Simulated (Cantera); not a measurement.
Charge: 1 mol TiO2, 5.4 mol CH4, 1.1 mol H2, 2.9 mol CO, equilibrated at 44.0 mbar.

Method: chemical equilibrium by Gibbs-energy minimisation in Cantera with the NASA 1993 tables (ideal gas, pure condensed phases). Candidate condensed phases: C, C6H6, C7H8, C8H18, H2O, Ti, TiC, TiO, TiO2, Ti2O3, Ti3O5, Ti4O7; 113 gas species. TiC: taken at fixed stoichiometry. Kinetics and transport are ignored.

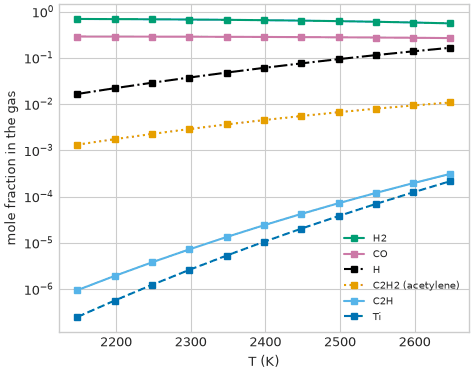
Equilibrium gas composition (values under 1e-9 drawn at 1e-9)

Question: Read off the mole fractions at 2398 K.

Answer: H2 about 0.65, CO about 0.28, H about 0.061, C2H2 (acetylene) about 0.0045, C2H about 2.4e-5, Ti about 1.0e-5.
